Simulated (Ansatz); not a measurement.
# The vertical ionisation energy down a group: Li to K

One atom is swapped for its congeners: LiSH `[Li][SH]`; NaSH `[Na][SH]`; KSH `[SH][K]`. All are singlets with charge 0.

Shapes, held fixed at every level: PBE0-D4/def2-TZVP. Programs: Ansatz 0.2.0. Values in eV.

```json
{"level": "HF/def2-TZVPP", "LiSH": "6.91", "NaSH": "6.31", "KSH": "5.76"}
{"level": "B3LYP-D4/def2-TZVPP", "LiSH": "8.19", "NaSH": "7.65", "KSH": "7.09"}
{"level": "wB97M-V/def2-TZVPP", "LiSH": "8.15", "NaSH": "7.59", "KSH": "7.04"}
{"level": "B2PLYP/def2-TZVPP", "LiSH": "8.07", "NaSH": "7.52", "KSH": "6.95"}
{"level": "MP2/def2-TZVPP", "LiSH": "8.07", "NaSH": "7.49", "KSH": "6.93"}
{"level": "CCSD(T)/def2-TZVPP", "LiSH": "8.00", "NaSH": "7.42", "KSH": "6.85"}
```

At CCSD(T)/def2-TZVPP the vertical ionisation energy falls at every step, from 8.00 to 6.85 eV. Every level shows the same order. Correlated rows may include outer-core shells of K, Li, Na, which these sets cover unevenly.

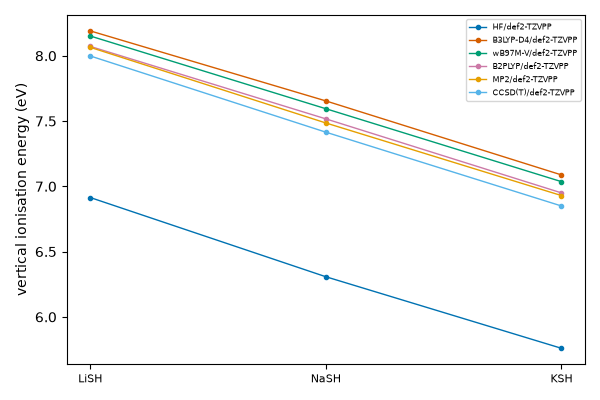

The trend along the series, level by level.
